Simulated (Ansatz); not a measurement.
# Fe wire along [100], 25 atoms a period: bands along the axis

What gap, if any, does the Fe wire along [100], 25 atoms a period have, and how many channels would it open?

Calculated with Ansatz 0.2.0; DFT PBE, plane waves, PAW; relaxation of a wire's period; PAW set soft_1, in the first sound run; inputs show where later runs differ.

### 1. The structure

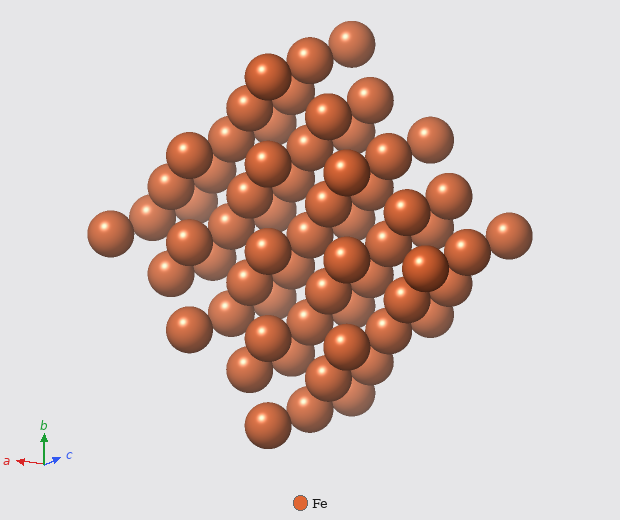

The starting structure, seen at a slant to the c axis (iron orange). 1×1×2 cells are drawn. Some periodic images of atoms are drawn too.

The cell holds 25 atoms: 25 Fe. Its edges and angles: a = 18.120 Å, b = 18.120 Å, c = 2.830 Å, α = 90.0°, β = 90.0°, γ = 90.0°. Vacuum lies along a and b. The structure's axis is c.

### 2. Relaxing the period

Band widths follow the bond lengths, so the wire is relaxed first. The atoms and the third cell vector are free; the box across stays fixed as vacuum. Moments are seeded so that a magnetic state can form if it lies lower. A Fermi-Dirac smearing is set since the result may be a metal. The pressure printed is a third of the stress's trace over the whole box, vacuum included; only the stress along the axis is relaxed.

input.yaml

```yaml
crystal:
  lattice:
    - [18.12, 0.0, 0.0]
    - [0.0, 18.12, 0.0]
    - [0.0, 0.0, 2.83]
  atoms:
    - { symbol: Fe, position: [0.187637969, 0.5, 0.0], spin: 2.4 }
    - { symbol: Fe, position: [0.343818985, 0.343818985, 0.0], spin: 2.4 }
    - { symbol: Fe, position: [0.343818985, 0.5, 0.0], spin: 2.4 }
    - { symbol: Fe, position: [0.343818985, 0.656181015, 0.0], spin: 2.4 }
    - { symbol: Fe, position: [0.5, 0.187637969, 0.0], spin: 2.4 }
    - { symbol: Fe, position: [0.5, 0.343818985, 0.0], spin: 2.4 }
    - { symbol: Fe, position: [0.5, 0.5, 0.0], spin: 2.4 }
    - { symbol: Fe, position: [0.5, 0.656181015, 0.0], spin: 2.4 }
    - { symbol: Fe, position: [0.5, 0.812362031, 0.0], spin: 2.4 }
    - { symbol: Fe, position: [0.656181015, 0.343818985, 0.0], spin: 2.4 }
    - { symbol: Fe, position: [0.656181015, 0.5, 0.0], spin: 2.4 }
    - { symbol: Fe, position: [0.656181015, 0.656181015, 0.0], spin: 2.4 }
    - { symbol: Fe, position: [0.812362031, 0.5, 0.0], spin: 2.4 }
    - { symbol: Fe, position: [0.265728477, 0.421909492, 0.5], spin: 2.4 }
    - { symbol: Fe, position: [0.265728477, 0.578090508, 0.5], spin: 2.4 }
    - { symbol: Fe, position: [0.421909492, 0.265728477, 0.5], spin: 2.4 }
    - { symbol: Fe, position: [0.421909492, 0.421909492, 0.5], spin: 2.4 }
    - { symbol: Fe, position: [0.421909492, 0.578090508, 0.5], spin: 2.4 }
    - { symbol: Fe, position: [0.421909492, 0.734271523, 0.5], spin: 2.4 }
    - { symbol: Fe, position: [0.578090508, 0.265728477, 0.5], spin: 2.4 }
    - { symbol: Fe, position: [0.578090508, 0.421909492, 0.5], spin: 2.4 }
    - { symbol: Fe, position: [0.578090508, 0.578090508, 0.5], spin: 2.4 }
    - { symbol: Fe, position: [0.578090508, 0.734271523, 0.5], spin: 2.4 }
    - { symbol: Fe, position: [0.734271523, 0.421909492, 0.5], spin: 2.4 }
    - { symbol: Fe, position: [0.734271523, 0.578090508, 0.5], spin: 2.4 }
magnetization:
  spin_polarized: true
kpoints:
  mp_grid: { grid: [1, 1, 29] }
scf:
  occupations: { method: fermi_dirac, width: 0.05 }
hamiltonian:
  xc: pbe
  pseudopotentials: { kind: paw, azcp: { folder: soft_1 } }
relax:
  cell: { fix: [a, b, alpha, beta, gamma] }
  max_steps: 45
  f_tol: 0.03
```

Run with:

```
ansatz run input.yaml --threads 4 --pin off --max-ram 16384MiB --backend cpu --events-out ev --progress --plain --runs-dir out
```

Numbers of over 12 decimals in the logs are rounded to 6 here.

Log:

```text
Engine: ansatz 0.2.0, x86_64-unknown-linux-gnu
Pseudopotentials: kind: paw
Pseudopotential: Fe, paw, valence charge 16, recommended cutoff 420 eV (normal), soft_1/Fe.paw.azcp
Functional definition: PBE
  parameter kappa = 0.804
  parameter beta = 0.066725
  exchange = pbe_x(kappa = kappa, mu = beta*pi^2/3)
  correlation = pbe_c(beta = beta)
Crystal: 25 atoms, lattice volume = 929.186 Å³
Basis set: ecut = 420 eV, 18197 PW (Γ), exchange–correlation on 250×250×40 points (8 copies of the dense FFT grid, shifted against one another)
Bands: 276, of which v1, the nominal top of the filled ones, is band 200 counted from 1 (199 counted from 0)
Symmetry: 16 space group operations
Space group: P4/mmm (ITA 123), of the structure as read, at distance tolerance 9.8e-5 Å
Magnetic group: BNS 123.339 (UNI 999), of the structure as read, at distance tolerance 9.8e-5 Å
k-points: 15 of 29
Non-local potential: Fe, projectors of the file, l = 0: 3, l = 1: 2, l = 2: 3, l = 3: 1
PAW form: soft (Blöchl's): semilocal exchange-correlation on the pseudo side does not see the compensation charge
PAW one-centre angular grid: Fe, 590 points (default); XC on 64 Gauss nodes
Initial density: superposition of atomic densities (neutral atoms: chi_scale 0, normalization atom)
Starting moments: Σ|m| = 60 μB on 25 of 25 sites
Initial wavefunctions: pseudopotential atomic-orbital guess
Functional: x = pbe(κ = 0.804, μ = 0.219515), c = pbe(β = 0.066725)
SCF iter   1: F=—  HF=-111988.921178 eV  |F-HF|=—  |Δ(HF+E_count)|=         —  Δρ=4.03e-2 (↑1.56e-2 ↓4.03e-2)  dr2=7.52e1  dr2_m=3.92e0  M=59.700 μB ∫|m|=60.298 μB  β_m=0.30  ethr=3.10e-3  ⟨swp⟩=8.4  Hψ=39671  notcnv=0  defer=533
Mixer restart at iter 1: flushing history
preconditioner: auto → LDOS  [metal: Δε(μ)=0.002 eV  Ē_g=6.034 eV  σ=0.050 eV  W_gap=0.01  n_scr=186 (ndim 8)  ℏωp=17.2 eV  f_vac=0.587  D(μ)=35.81/eV (n_scr^D=298)]
spin=Collinear: LDOS preconditioning applied to the charge; magnetization (m = ρ↑ − ρ↓) channel mixes plain (no charge-response kernel on spin).
SCF iter   2: F=—  HF=-111979.727352 eV  |F-HF|=—  |Δ(HF+E_count)|=    9.19e0  Δρ=2.32e-2 (↑2.32e-2 ↓2.13e-2)  dr2=1.22e1  dr2_m=3.50e0  M=61.258 μB ∫|m|=62.259 μB  β_m=0.36  ethr=3.10e-3  ⟨swp⟩=3.1  Hψ=15395  notcnv=0  defer=1065
SCF iter   3: F=—  HF=-111988.875640 eV  |F-HF|=—  |Δ(HF+E_count)|=    9.15e0  Δρ=1.40e-2 (↑1.15e-2 ↓1.40e-2)  dr2=8.43e-1  dr2_m=1.29e0  M=61.423 μB ∫|m|=62.848 μB  β_m=0.45  ethr=3.04e-3  ⟨swp⟩=2.8  Hψ=13436  notcnv=0  defer=1085
SCF iter   4: F=—  HF=-111993.923607 eV  |F-HF|=—  |Δ(HF+E_count)|=    5.05e0  Δρ=8.65e-3 (↑8.65e-3 ↓6.25e-3)  dr2=2.46e-1  dr2_m=4.41e-1  M=62.280 μB ∫|m|=64.201 μB  β_m=0.73  ethr=2.11e-4  ⟨swp⟩=3.5  Hψ=16009  notcnv=0  defer=1086
SCF iter   5: F=—  HF=-111995.696261 eV  |F-HF|=—  |Δ(HF+E_count)|=         —  Δρ=1.00e-2 (↑1.00e-2 ↓6.77e-3)  dr2=3.78e-1  dr2_m=5.63e-1  M=65.421 μB ∫|m|=67.826 μB  β_m=1.00  ethr=6.15e-5  ⟨swp⟩=3.0  Hψ=17479  notcnv=0  defer=1092  κ⁻¹=2.9e-3(r=3)
SCF iter   6: F=—  HF=-111995.907758 eV  |F-HF|=—  |Δ(HF+E_count)|=   2.11e-1  Δρ=9.21e-3 (↑9.21e-3 ↓4.95e-3)  dr2=3.73e0  dr2_m=7.51e-2  M=65.932 μB ∫|m|=68.475 μB  β_m=0.73  ethr=1.25e-5  ⟨swp⟩=3.4  Hψ=19955  notcnv=0  defer=1092
SCF iter   7: F=—  HF=-111995.514581 eV  |F-HF|=—  |Δ(HF+E_count)|=   3.93e-1  Δρ=4.21e-3 (↑4.21e-3 ↓1.87e-3)  dr2=1.87e-1  dr2_m=4.80e-2  M=65.034 μB ∫|m|=67.560 μB  β_m=0.63  ethr=1.25e-5  ⟨swp⟩=3.6  Hψ=22591  notcnv=0  defer=1095
SCF iter   8: F=—  HF=-111995.470777 eV  |F-HF|=—  |Δ(HF+E_count)|=   4.38e-2  Δρ=1.44e-3 (↑1.44e-3 ↓1.12e-3)  dr2=2.40e-2  dr2_m=8.32e-3  M=65.040 μB ∫|m|=67.588 μB  β_m=0.67  ethr=1.25e-5  ⟨swp⟩=2.5  Hψ=15712  notcnv=0  defer=1095
SCF iter   9: F=—  HF=-111995.473723 eV  |F-HF|=—  |Δ(HF+E_count)|=   2.95e-3  Δρ=1.26e-3 (↑1.26e-3 ↓4.01e-4)  dr2=1.24e-2  dr2_m=3.98e-3  M=65.003 μB ∫|m|=67.525 μB  β_m=0.60  ethr=6.00e-6  ⟨swp⟩=2.3  Hψ=15411  notcnv=0  defer=1095
SCF iter  10: F=—  HF=-111995.472082 eV  |F-HF|=—  |Δ(HF+E_count)|=   1.64e-3  Δρ=3.71e-4 (↑3.71e-4 ↓1.86e-4)  dr2=1.00e-3  dr2_m=5.12e-4  M=64.957 μB ∫|m|=67.493 μB  β_m=0.60  ethr=3.10e-6  ⟨swp⟩=2.4  Hψ=13714  notcnv=0  defer=1095
SCF iter  11: F=—  HF=-111995.471999 eV  |F-HF|=—  |Δ(HF+E_count)|=   8.29e-5  Δρ=1.14e-4 (↑1.14e-4 ↓6.15e-5)  dr2=8.05e-5  dr2_m=4.99e-5  M=64.958 μB ∫|m|=67.501 μB  β_m=0.69  ethr=2.50e-7  ⟨swp⟩=2.3  Hψ=12139  notcnv=0  defer=1095
SCF iter  12: F=—  HF=-111995.472019 eV  |F-HF|=—  |Δ(HF+E_count)|=   2.03e-5  Δρ=2.81e-5 (↑2.81e-5 ↓2.51e-5)  dr2=1.24e-5  dr2_m=4.16e-6  M=64.954 μB ∫|m|=67.496 μB  β_m=0.82  ethr=2.01e-8  ⟨swp⟩=2.5  Hψ=14280  notcnv=0  defer=1095
SCF iter  13: F=—  HF=-111995.472036 eV  |F-HF|=—  |Δ(HF+E_count)|=   1.69e-5  Δρ=1.82e-5 (↑1.82e-5 ↓1.74e-5)  dr2=5.86e-6  dr2_m=1.02e-6  M=64.951 μB ∫|m|=67.493 μB  β_m=0.70  ethr=3.09e-9  ⟨swp⟩=3.4  Hψ=16561  notcnv=0  defer=1095
SCF iter  14: F=—  HF=-111995.472035 eV  |F-HF|=—  |Δ(HF+E_count)|=   1.52e-6  Δρ=1.03e-5 (↑1.03e-5 ↓4.88e-6)  dr2=9.39e-7  dr2_m=2.77e-7  M=64.950 μB ∫|m|=67.492 μB  β_m=0.65  ethr=1.46e-9  ⟨swp⟩=2.2  Hψ=13928  notcnv=0  defer=1095
SCF iter  15: F=—  HF=-111995.472035 eV  |F-HF|=—  |Δ(HF+E_count)|=   5.43e-9  Δρ=4.57e-6 (↑4.57e-6 ↓1.97e-6)  dr2=1.54e-7  dr2_m=6.26e-8  M=64.951 μB ∫|m|=67.493 μB  β_m=0.67  ethr=2.35e-10  ⟨swp⟩=2.9  Hψ=15971  notcnv=0  defer=1095
SCF iter  16: F=—  HF=-111995.472035 eV  |F-HF|=—  |Δ(HF+E_count)|=   3.92e-8  Δρ=2.52e-6 (↑2.52e-6 ↓1.33e-6)  dr2=4.35e-8  dr2_m=2.32e-8  M=64.950 μB ∫|m|=67.492 μB  β_m=0.76  ethr=3.86e-11  ⟨swp⟩=2.5  Hψ=14186  notcnv=0  defer=1095
SCF iter  17: F=-111995.472035 eV  HF=-111995.472035 eV  |F-HF|=1.35e-8  |Δ(HF+E_count)|=   2.66e-8  Δρ=9.70e-7 (↑9.70e-7 ↓6.99e-7)  dr2=1.54e-8  dr2_m=1.88e-9  M=64.950 μB ∫|m|=67.492 μB  ethr=1.09e-11  ⟨swp⟩=1.7  Hψ=25044  notcnv=0
SCF 1 converged in 17 iterations: F = -111995.472035 eV  dr2 = 1.54e-8
  greatest PAW one-centre occupation: 1.001 electrons in one spin orbital (limit 2), on the Fe atom at site 8 (counted from 0), in its partial waves of l = 1
relax step   1: F+E_penalty+E_count = -111995.47203472 eV  Δ(F+E_penalty+E_count) = +0.000e0 eV  max|allowed force component| = 5.129e-1 eV/Å  Δτ_max = 0.0000 Å  P = -0.891 GPa  Ω = 929.186 Å³  fix = [a, b, alpha, beta, gamma]  reactions: a -0.356, b -0.356 GPa  (17 SCF iters, dr2 threshold 1.00e-7 eV, accepted)
Crystal: 25 atoms, lattice volume = 911.774 Å³
Basis set: ecut = 420 eV, 17973 PW (Γ), exchange–correlation on 250×250×40 points (8 copies of the dense FFT grid, shifted against one another)
[...]
SCF iter   7: F=—  HF=-111995.730531 eV  |F-HF|=—  |Δ(HF+E_count)|=   5.52e-8  Δρ=1.69e-6 (↑1.69e-6 ↓9.69e-7)  dr2=1.74e-8  dr2_m=1.08e-8  M=64.398 μB ∫|m|=66.790 μB  β_m=0.56  ethr=1.82e-11  ⟨swp⟩=2.9  Hψ=15481  notcnv=0
SCF iter   8: F=—  HF=-111995.730531 eV  |F-HF|=—  |Δ(HF+E_count)|=   2.03e-8  Δρ=5.94e-7 (↑5.94e-7 ↓3.25e-7)  dr2=3.63e-9  dr2_m=1.37e-9  M=64.398 μB ∫|m|=66.790 μB  β_m=0.60  ethr=4.35e-12  ⟨swp⟩=3.6  Hψ=17068  notcnv=0
SCF iter   9: F=—  HF=-111995.730531 eV  |F-HF|=—  |Δ(HF+E_count)|=   2.47e-9  Δρ=3.52e-7 (↑3.52e-7 ↓2.27e-7)  dr2=7.65e-10  dr2_m=5.98e-10  M=64.398 μB ∫|m|=66.790 μB  β_m=0.80  ethr=1.00e-12  ⟨swp⟩=2.1  Hψ=10909  notcnv=0
SCF iter  10: F=—  HF=-111995.730531 eV  |F-HF|=—  |Δ(HF+E_count)|=  7.86e-10  Δρ=1.88e-7 (↑1.88e-7 ↓8.17e-8)  dr2=2.69e-10  dr2_m=1.05e-10  M=64.398 μB ∫|m|=66.790 μB  β_m=0.75  ethr=1.00e-12  ⟨swp⟩=2.2  Hψ=11047  notcnv=0
SCF iter  11: F=—  HF=-111995.730531 eV  |F-HF|=—  |Δ(HF+E_count)|=  1.46e-10  Δρ=6.19e-8 (↑6.19e-8 ↓3.13e-8)  dr2=4.56e-11  dr2_m=8.06e-12  M=64.398 μB ∫|m|=66.790 μB  β_m=0.67  ethr=1.00e-12  ⟨swp⟩=1.2  Hψ=8430  notcnv=0
SCF iter  12: F=—  HF=-111995.730531 eV  |F-HF|=—  |Δ(HF+E_count)|=  1.60e-10  Δρ=1.15e-7 (↑4.57e-8 ↓1.15e-7)  dr2=3.83e-10  dr2_m=1.78e-11  M=64.398 μB ∫|m|=66.790 μB  β_m=0.78  ethr=1.00e-12  ⟨swp⟩=1.4  Hψ=8314  notcnv=0
SCF iter  13: F=-111995.730531 eV  HF=-111995.730531 eV  |F-HF|=3.06e-10  |Δ(HF+E_count)|=  8.73e-11  Δρ=3.04e-8 (↑6.03e-9 ↓3.04e-8)  dr2=2.37e-11  dr2_m=1.77e-12  M=64.398 μB ∫|m|=66.790 μB  ethr=1.00e-12  ⟨swp⟩=2.6  Hψ=21689  notcnv=0
SCF 5 converged in 13 iterations: F = -111995.730531 eV  dr2 = 2.37e-11
relax step   5: F+E_penalty+E_count = -111995.73053115 eV  Δ(F+E_penalty+E_count) = +1.376e-2 eV  max|allowed force component| = 5.815e-3 eV/Å  Δτ_max = 0.0000 Å  P = -0.005 GPa  Ω = 898.783 Å³  fix = [a, b, alpha, beta, gamma]  reactions: a -0.006, b -0.006 GPa  stress off target by 4.71e-3 GPa on what of the cell is left free  SCF on the basis re-selected at this cell (its energy is not comparable with the rows above)  (13 SCF iters)
basis re-selected at this cell: Δ(F+E_penalty+E_count) = +1.376e-2 eV, ΔP = +0.006 GPa vs the last step (what re-selecting the basis moved, of the pressure what is left beyond the Pulay correction that the steps carried, after the strain that the cell walked since its last selection, with what the two solves' SCF thresholds leave and, on support functions, any second-order correction that the steps lacked; it is no m [...]
SCF converged after 13 iterations
Magnetization: 64.3980 μB (232.1990 up, 167.8010 down)
Absolute magnetization: 66.7939 μB (∫|ρ↑−ρ↓|, with the PAW one-centre terms)
Spin contamination: 1.1274 ħ² per cell (⟨S²⟩ above its minimum at these occupations)
Per-site moments (μB) at R_I (Å): [(2.789617, 0.991273), (2.568226, 1.008074), (2.415870, 1.008443), (2.568226, 1.008074), (2.789617, 0.991273), (2.415870, 1.008443), (2.411054, 1.016649), (2.415870, 1.008443), (2.789617, 0.991273), (2.568226, 1.008074), (2.415870, 1.008443), (2.568226, 1.008074), (2.789617, 0.991273), (2.565943, 0.991273), (2.565943, 0.991273), (2.565943, 0.991273), (2.364615, 1.008443), (2.364615, 1.008443), (2.565943, 0.991273), (2.565943, 0.991273), (2.364615, 1.008443), (2.364615, 1.008443), (2.565943, 0.991273), (2.565943, 0.991273), (2.565943, 0.991273)]
Free energy (F): -111995.730531 eV
Harris-Foulkes:  -111995.730531 eV  (|F-HF|=3.06e-10)
Internal energy: -111995.498217 eV  (E = F + TS)
E sigma→0 (E₀):  -111995.614374 eV
Entropy (-TS):   -0.232314 eV (-9.293 meV/atom)
Fermi energy:    2.897292 eV
--- Per-component energies (eV) ---
  E_band       = -11508.356728
  E_kinetic    = 8241.773466
  E_local      = -480055.379044  (includes V_loc(G=0)·N_el)
  E_nonlocal   = 7297.465562
  E_hartree    = 232362.484585
  E_xc         = -2739.249431
  E_vxc        = -3516.279760  (∫ρ·V_xc dr)
  E_paw        = -34590.161312  (= ΣΔE_a)
  E_vpaw       = -8200.879348  (= ΣTr[D̂ρ^β])
  E_aug_tail   = -0.025389  (compensation charges beyond the density's cutoff)
  E_ewald      = 157487.593347
  E_smearing   = -0.232314  (= −TS)
  E_closure    = -0.000000  (closes the sum)
  Σ components = -111995.730531   (vs F -111995.730531, Δ=0.00e0)
--- Forces (eV/Å), atoms counted from 1 ---
  atom   1  Fe    -0.00054011     0.00000000     0.00000000
  atom   2  Fe    -0.00480302    -0.00480302     0.00000000
  atom   3  Fe     0.00581545     0.00000000     0.00000000
  atom   4  Fe    -0.00480302     0.00480302     0.00000000
  atom   5  Fe     0.00000000    -0.00054011     0.00000000
  atom   6  Fe    -0.00000000     0.00581545     0.00000000
  atom   7  Fe     0.00000000     0.00000000     0.00000000
  atom   8  Fe    -0.00000000    -0.00581545     0.00000000
  atom   9  Fe     0.00000000     0.00054011     0.00000000
  atom  10  Fe     0.00480302    -0.00480302     0.00000000
  atom  11  Fe    -0.00581545    -0.00000000     0.00000000
  atom  12  Fe     0.00480302     0.00480302     0.00000000
  atom  13  Fe     0.00054011    -0.00000000     0.00000000
  atom  14  Fe     0.00004217     0.00543337     0.00000000
  atom  15  Fe     0.00004217    -0.00543337     0.00000000
  atom  16  Fe     0.00543337     0.00004217     0.00000000
  atom  17  Fe    -0.00169241    -0.00169241     0.00000000
  atom  18  Fe    -0.00169241     0.00169241     0.00000000
  atom  19  Fe     0.00543337    -0.00004217     0.00000000
  atom  20  Fe    -0.00543337     0.00004217     0.00000000
  atom  21  Fe     0.00169241    -0.00169241     0.00000000
  atom  22  Fe     0.00169241     0.00169241     0.00000000
  atom  23  Fe    -0.00543337    -0.00004217     0.00000000
  atom  24  Fe    -0.00004217     0.00543337     0.00000000
  atom  25  Fe    -0.00004217    -0.00543337     0.00000000
  max |Σ_I F_I| component: 1.92e-18 eV/Å
--- Stress (GPa, compression-positive) ---
       -0.005531       0.000000       0.000000
        0.000000      -0.005531       0.000000
        0.000000       0.000000      -0.004706
  P = ⅓ Tr σ = -0.0053 GPa (-0.053 kbar)
--- Relaxed structure (4 steps of the walk, 4 accepted, 1 SCFs on fresh bases) ---
  F+E_penalty+E_count = -111995.73053115 eV   max|allowed force component| = 5.815e-3 eV/Å   (the final SCF, on the basis selected at the relaxed cell)
  cell:  # Å, volume = 898.7829 Å³
    - [18.12, 0.0, 0.0]
    - [0.0, 18.12, 0.0]
    - [0.0, 0.0, 2.737401]
  atoms:
    - { symbol: Fe, position: [0.187910, 0.5, 0.0] }
    - { symbol: Fe, position: [0.340432, 0.340432, 0.0] }
    - { symbol: Fe, position: [0.341915, 0.5, 0.0] }
    - { symbol: Fe, position: [0.340432, 0.659568, 0.0] }
    - { symbol: Fe, position: [0.5, 0.187910, 0.0] }
    - { symbol: Fe, position: [0.5, 0.341915, 0.0] }
    - { symbol: Fe, position: [0.5, 0.5, 0.0] }
    - { symbol: Fe, position: [0.5, 0.658085, 0.0] }
    - { symbol: Fe, position: [0.5, 0.812090, 0.0] }
    - { symbol: Fe, position: [0.659568, 0.340432, 0.0] }
    - { symbol: Fe, position: [0.658085, 0.5, 0.0] }
    - { symbol: Fe, position: [0.659568, 0.659568, 0.0] }
    - { symbol: Fe, position: [0.812090, 0.5, 0.0] }
    - { symbol: Fe, position: [0.262898, 0.420883, 0.5] }
    - { symbol: Fe, position: [0.262898, 0.579117, 0.5] }
    - { symbol: Fe, position: [0.420883, 0.262898, 0.5] }
    - { symbol: Fe, position: [0.420017, 0.420017, 0.5] }
    - { symbol: Fe, position: [0.420017, 0.579983, 0.5] }
    - { symbol: Fe, position: [0.420883, 0.737102, 0.5] }
    - { symbol: Fe, position: [0.579117, 0.262898, 0.5] }
    - { symbol: Fe, position: [0.579983, 0.420017, 0.5] }
    - { symbol: Fe, position: [0.579983, 0.579983, 0.5] }
    - { symbol: Fe, position: [0.579117, 0.737102, 0.5] }
    - { symbol: Fe, position: [0.737102, 0.420883, 0.5] }
    - { symbol: Fe, position: [0.737102, 0.579117, 0.5] }
```

Wall time 18 min (4 threads of Intel Xeon Platinum 8488C (Sapphire Rapids), shared host); peak memory 7.8 GiB.

Step by step:

```
step  energy less that of the first step (eV)  largest force component (eV/Å)  pressure (GPa)  volume (Å³)
   1                                   0.0000                          0.5129           -0.89       929.19
   2                                  -0.2127                          0.2365           -0.40       911.77
   3                                  -0.2716                          0.0162            0.11       896.54
   4                                  -0.2723                          0.0059           -0.01       898.78
  5*                                  -0.2585                          0.0058           -0.01       898.78
```

Relaxation steps marked * repeat the geometry before them on a plane-wave basis chosen anew for their cell, so energy and pressure can jump there.

Forces are held to the 16 operations that the run works with; a distortion that breaks them can't arise in this run.

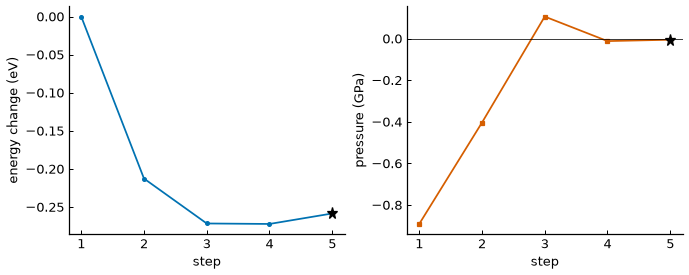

Energy and pressure along the relaxation. Stars mark steps on a basis chosen anew.

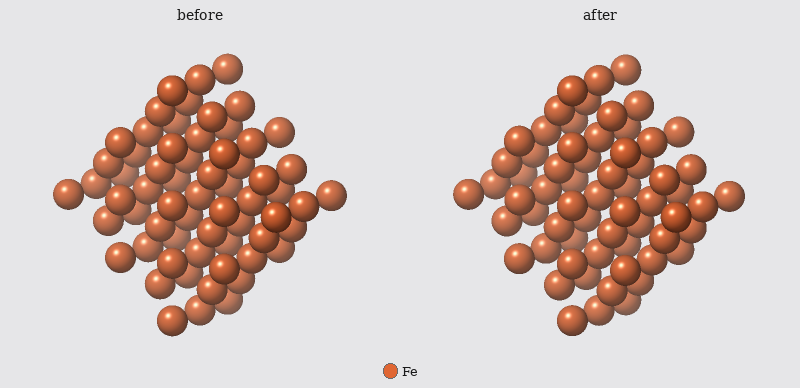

Before and after, at one scale.

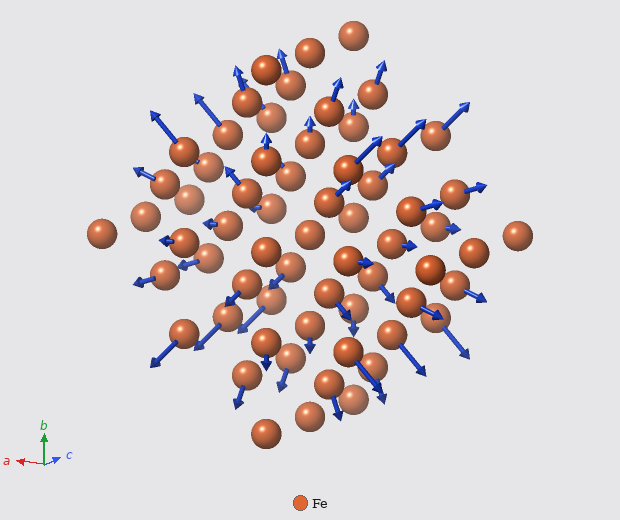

Displacements in the relaxation, exaggerated, measured against the changing cell; the longest in the cell stands for 0.09 Å. 1×1×2 cells are drawn. Some periodic images of atoms are drawn too.

```
cell as run  before  after  change
      c (Å)   2.830  2.737  -3.3 %
```

The atoms that moved most (Å, along periodic axes as changes of fractional coordinates times the final cell, across vacuum about the mean position):

```csv
atom,dx,dy,dz,length
Fe12,0.061,0.061,0.000,0.087
Fe4,-0.061,0.061,0.000,0.087
Fe10,0.061,-0.061,0.000,0.087
Fe2,-0.061,-0.061,0.000,0.087
Fe25,0.051,0.019,0.000,0.055
Fe23,0.019,0.051,0.000,0.055
Fe24,0.051,-0.019,0.000,0.055
Fe19,-0.019,0.051,0.000,0.055
```

Numbers from this step:

```
energy at zero smearing    : -111995.6144 eV
total moment               : 64.40 μB
absolute moment            : 66.79 μB
cell length along the wire : 2.737 Å
```

(Part 1 of 2 ends here.)

[Logs are printed without paths, hosts, clocks, repeated set-up lines and the standing remarks that a program may print on its own settings, such as how far it seeks lower states.]

[Hosts, paths, dates, database ids (printed as entryN), source tags and the programs' standing remarks are cut or masked in the printed files.]
